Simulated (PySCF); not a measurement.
**BiH5: other functionals and bases at one geometry**

Aim: see how levels, charges and forces of BiH5 depend on the level of theory. The species was built from a template and needn't be a known compound.

The runs use PySCF 2.14.0; several levels, as the steps say, no spin–orbit coupling.

2 further runs of the same task are left out: 2 for a known fault of the program.

**1. Starting geometry**

6 atoms, charge 0, spin multiplicity 1.

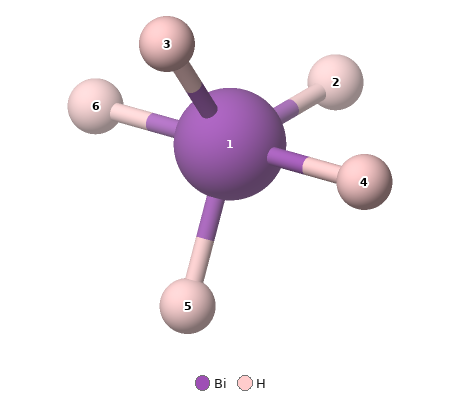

The structure; bismuth purple, hydrogen pink; atoms are numbered from 1 in the order of the file.

Coordinates:

| atom | x (Å) | y (Å) | z (Å) |
| --- | --- | --- | --- |
| Bi1 | 0.00000 | 0.00000 | 0.04618 |
| H2 | 0.00000 | 0.00000 | 1.84419 |
| H3 | 1.55699 | 0.00000 | -0.85197 |
| H4 | 0.00000 | 1.86729 | 0.04657 |
| H5 | -1.55699 | 0.00000 | -0.85197 |
| H6 | 0.00000 | -1.86729 | 0.04657 |

Formal oxidation states: Bi +5. An earlier session relaxed this geometry at PBE0, Bi def2-SVP with ECP60, H def2-SVP (singlet, point group D3h).

At PBE0 on the finer grid: E = -217.434142 Eh, HOMO -6.05 eV, LUMO -1.68 eV, Mulliken charge on Bi1 +0.42 e, largest force component 0.010 eV/Å. 

Levels to run: CAM-B3LYP; BP86; r2SCAN; PBE; PBE0, TZVP; PBE0, x2c-SVP. Hardware: 2 threads of Arm Neoverse V2, shared host.

**2. CAM-B3LYP**

Contents of run.py (the lines that set the calculation):

```python
mol = gto.M(atom='''
Bi     0.00000     0.00000     0.04618
H      0.00000     0.00000     1.84419
H      1.55699     0.00000    -0.85197
H      0.00000     1.86729     0.04657
H     -1.55699     0.00000    -0.85197
H      0.00000    -1.86729     0.04657''',
    basis={'Bi': 'def2-SVP', 'H': 'def2-SVP'},
    ecp={'Bi': 'def2-SVP'},
    charge=0, spin=0)
mf = dft.RKS(mol, xc='CAMB3LYP')
mf.grids.atom_grid = (75, 302)
mf = mf.density_fit()  # fitting sets: Bi def2-universal-JKFIT, H def2-universal-JKFIT
mf.conv_tol = 1e-08; mf.max_cycle = 55
mf.kernel(dm0)  # dm0: the density of the relaxed state
```

On the command line:

```console
> OMP_NUM_THREADS=2 python run.py
```

What it wrote:

```text
init E= -217.402204368466
  HOMO = -0.264521016996484  LUMO = -0.0242622411750357  gap/eV = 6.53777
cycle= 1 E= -217.402617788436  delta_E= -0.000413  |g|= 0.0125  |ddm|= 0.0929
  HOMO = -0.265989005953037  LUMO = -0.0264369975054715  gap/eV = 6.51854
cycle= 2 E= -217.402648069613  delta_E= -3.03e-05  |g|= 0.00781  |ddm|= 0.0342
  HOMO = -0.265422828281763  LUMO = -0.0254979855731996  gap/eV = 6.52869
cycle= 3 E= -217.402663341736  delta_E= -1.53e-05  |g|= 0.000388  |ddm|= 0.013
  HOMO = -0.26544824986281  LUMO = -0.0254777513693742  gap/eV = 6.52993
cycle= 4 E= -217.402663424688  delta_E= -8.3e-08  |g|= 7.97e-05  |ddm|= 0.00148
  HOMO = -0.265440752431777  LUMO = -0.0254824447202067  gap/eV = 6.52960
cycle= 5 E= -217.40266342746  delta_E= -2.77e-09  |g|= 1.21e-05  |ddm|= 0.000158
  HOMO = -0.26544356394843  LUMO = -0.0254833047176595  gap/eV = 6.52965
Extra cycle  E= -217.402663427576  delta_E= -1.16e-10  |g|= 7.68e-06  |ddm|= 6.22e-05
converged SCF energy = -217.402663427576
```

It took 1.3 s on 2 threads of Arm Neoverse V2, shared host.

It gives: E = -217.402663 Eh, HOMO -7.22 eV, LUMO -0.69 eV, Mulliken charge on Bi1 +0.52 e, largest force component 0.082 eV/Å. 

**3. BP86**

Edit run.py (the lines that set the calculation) of step 2 so:

```diff
@@ -10,3 +10,3 @@
     charge=0, spin=0)
-mf = dft.RKS(mol, xc='CAMB3LYP')
+mf = dft.RKS(mol, xc='B88,P86')
 mf.grids.atom_grid = (75, 302)
```

On the command line:

```console
> OMP_NUM_THREADS=2 python run.py
```

What it wrote:

```text
init E= -217.608647895053
  HOMO = -0.191635127178219  LUMO = -0.0976834143640488  gap/eV = 2.55656
cycle= 1 E= -217.610506568793  delta_E= -0.00186  |g|= 0.014  |ddm|= 0.268
  HOMO = -0.192578073352959  LUMO = -0.0962639206718983  gap/eV = 2.62084
cycle= 2 E= -217.610094988126  delta_E= 0.000412  |g|= 0.0277  |ddm|= 0.156
  HOMO = -0.191337349668979  LUMO = -0.0966297323076644  gap/eV = 2.57713
cycle= 3 E= -217.610637936889  delta_E= -0.000543  |g|= 0.00183  |ddm|= 0.107
  HOMO = -0.191484706074132  LUMO = -0.0967914997332544  gap/eV = 2.57673
cycle= 4 E= -217.610639275169  delta_E= -1.34e-06  |g|= 0.000932  |ddm|= 0.00583
  HOMO = -0.191444049225673  LUMO = -0.0967458297998087  gap/eV = 2.57687
cycle= 5 E= -217.610639513905  delta_E= -2.39e-07  |g|= 3.34e-05  |ddm|= 0.00173
  HOMO = -0.191443926726788  LUMO = -0.096745745020792  gap/eV = 2.57687
cycle= 6 E= -217.610639514481  delta_E= -5.76e-10  |g|= 2.31e-06  |ddm|= 6.99e-05
  HOMO = -0.191443043382153  LUMO = -0.0967450865734145  gap/eV = 2.57686
Extra cycle  E= -217.610639514475  delta_E= 6.2e-12  |g|= 3.73e-06  |ddm|= 1.95e-05
converged SCF energy = -217.610639514475
```

It took 1.2 s on 2 threads of Arm Neoverse V2, shared host.

Result: E = -217.610640 Eh, HOMO -5.21 eV, LUMO -2.63 eV, Mulliken charge on Bi1 +0.39 e, largest force component 0.313 eV/Å. 

**4. r2SCAN**

Edit run.py (the lines that set the calculation) of step 3 so:

```diff
@@ -10,3 +10,3 @@
     charge=0, spin=0)
-mf = dft.RKS(mol, xc='B88,P86')
+mf = dft.RKS(mol, xc='R2SCAN')
 mf.grids.atom_grid = (75, 302)
```

On the command line:

```console
> OMP_NUM_THREADS=2 python run.py
```

What it wrote:

```text
init E= -217.535553450278
  HOMO = -0.195566287524152  LUMO = -0.087841812093977  gap/eV = 2.93133
cycle= 1 E= -217.536167782685  delta_E= -0.000614  |g|= 0.00482  |ddm|= 0.103
  HOMO = -0.194743239766242  LUMO = -0.0868376754480575  gap/eV = 2.93626
cycle= 2 E= -217.536152656727  delta_E= 1.51e-05  |g|= 0.00657  |ddm|= 0.0351
  HOMO = -0.194334116841731  LUMO = -0.0867525031694845  gap/eV = 2.92744
cycle= 3 E= -217.536179566855  delta_E= -2.69e-05  |g|= 0.000906  |ddm|= 0.0253
  HOMO = -0.194439254344466  LUMO = -0.0867662017745694  gap/eV = 2.92993
cycle= 4 E= -217.536180059459  delta_E= -4.93e-07  |g|= 0.000389  |ddm|= 0.00417
  HOMO = -0.194459537080677  LUMO = -0.0868043226756177  gap/eV = 2.92945
cycle= 5 E= -217.536180122084  delta_E= -6.26e-08  |g|= 1.31e-05  |ddm|= 0.000989
  HOMO = -0.19445281932997  LUMO = -0.0867985729089895  gap/eV = 2.92942
cycle= 6 E= -217.53618012216  delta_E= -7.62e-11  |g|= 1.57e-06  |ddm|= 2.6e-05
  HOMO = -0.19445233230671  LUMO = -0.0867980915801647  gap/eV = 2.92942
Extra cycle  E= -217.536180122161  delta_E= -1.71e-13  |g|= 1.83e-06  |ddm|= 6.74e-06
converged SCF energy = -217.536180122161
```

Run time: 1.6 s. Hardware: 2 threads of Arm Neoverse V2, shared host.

Result: E = -217.536180 Eh, HOMO -5.29 eV, LUMO -2.36 eV, Mulliken charge on Bi1 +0.46 e, largest force component 0.094 eV/Å. 

**5. PBE**

Edit run.py (the lines that set the calculation) of step 4 so:

```diff
@@ -10,3 +10,3 @@
     charge=0, spin=0)
-mf = dft.RKS(mol, xc='R2SCAN')
+mf = dft.RKS(mol, xc='PBE')
 mf.grids.atom_grid = (75, 302)
```

On the command line:

```console
> OMP_NUM_THREADS=2 python run.py
```

What it wrote:

```text
init E= -217.45543820438
  HOMO = -0.186553338787151  LUMO = -0.0921228266260101  gap/eV = 2.56959
cycle= 1 E= -217.456983019356  delta_E= -0.00154  |g|= 0.0137  |ddm|= 0.248
  HOMO = -0.187721093939015  LUMO = -0.0909763883624359  gap/eV = 2.63256
cycle= 2 E= -217.456588897385  delta_E= 0.000394  |g|= 0.0272  |ddm|= 0.154
  HOMO = -0.186481316529436  LUMO = -0.0913173711382802  gap/eV = 2.58954
cycle= 3 E= -217.457110928377  delta_E= -0.000522  |g|= 0.00172  |ddm|= 0.105
  HOMO = -0.186601931729689  LUMO = -0.0914553154166535  gap/eV = 2.58907
cycle= 4 E= -217.457112084463  delta_E= -1.16e-06  |g|= 0.000853  |ddm|= 0.00534
  HOMO = -0.186561088356059  LUMO = -0.0914108477326137  gap/eV = 2.58917
cycle= 5 E= -217.457112306801  delta_E= -2.22e-07  |g|= 2.61e-05  |ddm|= 0.00158
  HOMO = -0.186561982826831  LUMO = -0.0914117439028823  gap/eV = 2.58917
cycle= 6 E= -217.457112307166  delta_E= -3.65e-10  |g|= 1.72e-06  |ddm|= 6.04e-05
  HOMO = -0.186561268661159  LUMO = -0.0914112064402399  gap/eV = 2.58917
Extra cycle  E= -217.457112307164  delta_E= 2.33e-12  |g|= 2.64e-06  |ddm|= 1.39e-05
converged SCF energy = -217.457112307164
```

Wall time 1.2 s (2 threads of Arm Neoverse V2, shared host).

Result: E = -217.457112 Eh, HOMO -5.08 eV, LUMO -2.49 eV, Mulliken charge on Bi1 +0.37 e, largest force component 0.303 eV/Å. 

**6. PBE0, TZVP**

Basis: Bi def2-TZVP with ECP60, H def2-TZVP. 

Contents of run.py (the lines that set the calculation):

```python
mol = gto.M(atom='''
Bi     0.00000     0.00000     0.04618
H      0.00000     0.00000     1.84419
H      1.55699     0.00000    -0.85197
H      0.00000     1.86729     0.04657
H     -1.55699     0.00000    -0.85197
H      0.00000    -1.86729     0.04657''',
    basis={'Bi': 'def2-TZVP', 'H': 'def2-TZVP'},
    ecp={'Bi': 'def2-TZVP'},
    charge=0, spin=0)
mf = dft.RKS(mol, xc='PBE0')
mf.grids.atom_grid = (75, 302)
mf = mf.density_fit()  # fitting sets: Bi def2-universal-JKFIT, H def2-universal-JKFIT
mf.conv_tol = 1e-08; mf.max_cycle = 55
mf.kernel(dm0)  # dm0: free metal ions and neutral atoms
```

On the command line:

```console
> OMP_NUM_THREADS=2 python run.py
```

What it wrote:

```text
init E= -217.295680601851
  HOMO = -0.199027820945883  LUMO = -0.0877523256033435  gap/eV = 3.02796
cycle= 1 E= -217.443928405232  delta_E= -0.148  |g|= 0.0908  |ddm|= 1.97
  HOMO = -0.220864380833793  LUMO = -0.0705710463756359  gap/eV = 4.08969
cycle= 2 E= -217.445301766886  delta_E= -0.00137  |g|= 0.0775  |ddm|= 0.446
  HOMO = -0.226917439146529  LUMO = -0.070423729791119  gap/eV = 4.25841
cycle= 3 E= -217.448816869839  delta_E= -0.00352  |g|= 0.00763  |ddm|= 0.222
  HOMO = -0.225666280838763  LUMO = -0.0695582627300331  gap/eV = 4.24792
cycle= 4 E= -217.448843674816  delta_E= -2.68e-05  |g|= 0.00133  |ddm|= 0.0225
  HOMO = -0.225728993909699  LUMO = -0.0694542494941848  gap/eV = 4.25245
cycle= 5 E= -217.44884439775  delta_E= -7.23e-07  |g|= 0.000225  |ddm|= 0.00279
  HOMO = -0.225768767342561  LUMO = -0.0694986721901589  gap/eV = 4.25233
cycle= 6 E= -217.448844410506  delta_E= -1.28e-08  |g|= 0.00011  |ddm|= 0.000526
  HOMO = -0.225773260227219  LUMO = -0.0694990941897888  gap/eV = 4.25244
cycle= 7 E= -217.448844413558  delta_E= -3.05e-09  |g|= 9.83e-06  |ddm|= 0.000146
  HOMO = -0.225772504908196  LUMO = -0.0694975774018118  gap/eV = 4.25246
Extra cycle  E= -217.448844413579  delta_E= -2.1e-11  |g|= 6.64e-06  |ddm|= 3.19e-05
converged SCF energy = -217.448844413579
```

Run time: 2.7 s. Hardware: 2 threads of Arm Neoverse V2, shared host.

Result: E = -217.448844 Eh, HOMO -6.14 eV, LUMO -1.89 eV, Mulliken charge on Bi1 +0.33 e, largest force component 0.114 eV/Å. 

**7. PBE0, x2c-SVP**

Basis: Bi x2c-SVPall, H x2c-SVPall. All electrons are treated, with the spin-free X2C Hamiltonian.

Contents of run.py (the lines that set the calculation):

```python
mol = gto.M(atom='''
Bi     0.00000     0.00000     0.04618
H      0.00000     0.00000     1.84419
H      1.55699     0.00000    -0.85197
H      0.00000     1.86729     0.04657
H     -1.55699     0.00000    -0.85197
H      0.00000    -1.86729     0.04657''',
    basis={'Bi': 'x2c-SVPall', 'H': 'x2c-SVPall'},
    nucmod='G',
    charge=0, spin=0)
mf = dft.RKS(mol, xc='PBE0')
mf.grids.atom_grid = (99, 590)
mf = mf.density_fit()  # fitting sets: Bi AutoAux, H AutoAux
mf = mf.sfx2c1e()
mf.conv_tol = 1e-08; mf.max_cycle = 55
mf.kernel(dm0)  # dm0: free metal ions and neutral atoms
```

On the command line:

```console
> OMP_NUM_THREADS=2 python run.py
```

What it wrote:

```text
init E= -21536.6711886087
  HOMO = -0.20022784198927  LUMO = -0.0825407898454227  gap/eV = 3.20243
cycle= 1 E= -21536.7023841345  delta_E= -0.0312  |g|= 0.0836  |ddm|=  2.3
  HOMO = -0.217029333510729  LUMO = -0.0626457394577429  gap/eV = 4.20099
cycle= 2 E= -21536.7033202873  delta_E= -0.000936  |g|= 0.0757  |ddm|= 0.535
  HOMO = -0.223301400451669  LUMO = -0.06274990159329  gap/eV = 4.36883
cycle= 3 E= -21536.7067965673  delta_E= -0.00348  |g|= 0.00465  |ddm|= 0.257
  HOMO = -0.222870313977338  LUMO = -0.062261798704272  gap/eV = 4.37038
cycle= 4 E= -21536.7068042028  delta_E= -7.64e-06  |g|= 0.00122  |ddm|= 0.0155
  HOMO = -0.222938041658612  LUMO = -0.062210745297854  gap/eV = 4.37361
cycle= 5 E= -21536.7068045962  delta_E= -3.93e-07  |g|= 0.000136  |ddm|= 0.00208
  HOMO = -0.222965866891689  LUMO = -0.0622359853084706  gap/eV = 4.37368
cycle= 6 E= -21536.706804603  delta_E= -6.81e-09  |g|= 6.14e-05  |ddm|= 0.000323
  HOMO = -0.22296363656357  LUMO = -0.0622281052866631  gap/eV = 4.37384
Extra cycle  E= -21536.7068046031  delta_E= -1.56e-10  |g|= 5.87e-05  |ddm|= 0.00022
converged SCF energy = -21536.7068046031
```

It took 7.9 s on 2 threads of Arm Neoverse V2, shared host.

It gives: E = -21536.706805 Eh, HOMO -6.07 eV, LUMO -1.69 eV, Mulliken charge on Bi1 +0.41 e, largest force component 0.110 eV/Å. 

**8. All levels side by side**

| level | state | HOMO (eV) | gap (eV) | charge on Bi1 (e) | dipole (D) | largest force (eV/Å) | basis functions | time |
| --- | --- | --- | --- | --- | --- | --- | --- | --- |
| PBE0 (relaxed here) | singlet | -6.05 | 4.37 | 0.42 | 0.00 | 0.01 | 51 | 2.2 s |
| CAM-B3LYP | singlet | -7.22 | 6.53 | 0.52 | 0.00 | 0.08 | 51 | 1.3 s |
| BP86 | singlet | -5.21 | 2.58 | 0.39 | 0.00 | 0.31 | 51 | 1.2 s |
| r2SCAN | singlet | -5.29 | 2.93 | 0.46 | 0.00 | 0.09 | 51 | 1.6 s |
| PBE | singlet | -5.08 | 2.59 | 0.37 | 0.00 | 0.30 | 51 | 1.2 s |
| PBE0, TZVP | singlet | -6.14 | 4.25 | 0.33 | 0.00 | 0.11 | 80 | 2.7 s |
| PBE0, x2c-SVP | singlet | -6.07 | 4.37 | 0.41 | 0.00 | 0.11 | 87 | 7.9 s |

Times are on 2 threads of Arm Neoverse V2, shared host; the first row also made further properties.

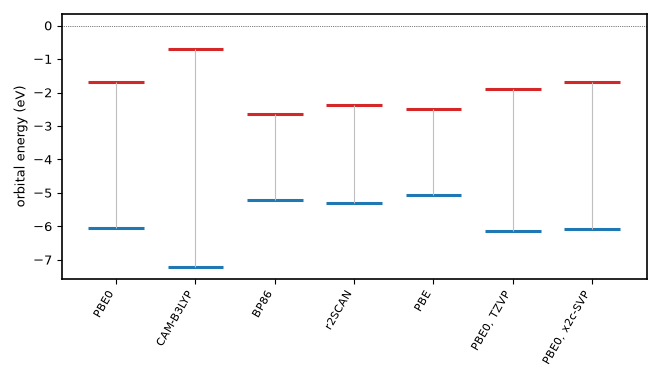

Highest filled and lowest empty level, method by method.

In one basis the HOMO–LUMO gap runs from 2.58 eV (BP86) to 6.53 eV (CAM-B3LYP). The largest leftover force, 0.31 eV/Å with BP86, stands at a geometry relaxed at another level. The Mulliken charge on Bi spans +0.33 to +0.52 e over the levels. Total energies of different levels can't be compared. Spin–orbit coupling is left out throughout.
